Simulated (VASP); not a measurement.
Band structure of W (relaxed from the simple-cubic structure, space group Pm-3m). Level of theory: r2SCAN meta-GGA, VASP's PBE PAW potentials (set 64) (plane waves; VASP).

Unless said otherwise, spin-orbit coupling is left out, though it shifts the bands of the heavy elements here.

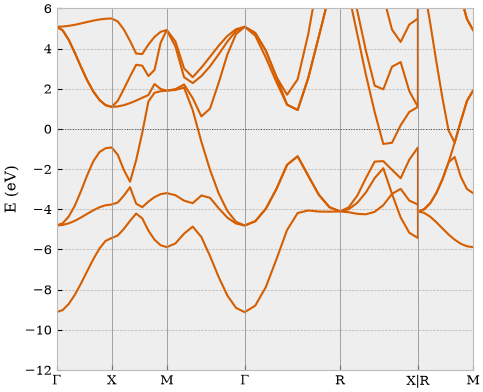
*Bands along high-symmetry lines, zero at the valence-band maximum or, without a gap, the Fermi level*

Problem. Read the plot: is there a gap, and where are the band edges?

Solution. It has no gap at this level: it comes out as a metal or semimetal.

The structure was generated: W was put into the simple-cubic type (Pm-3m), which need not be its known phase. It was relaxed first.
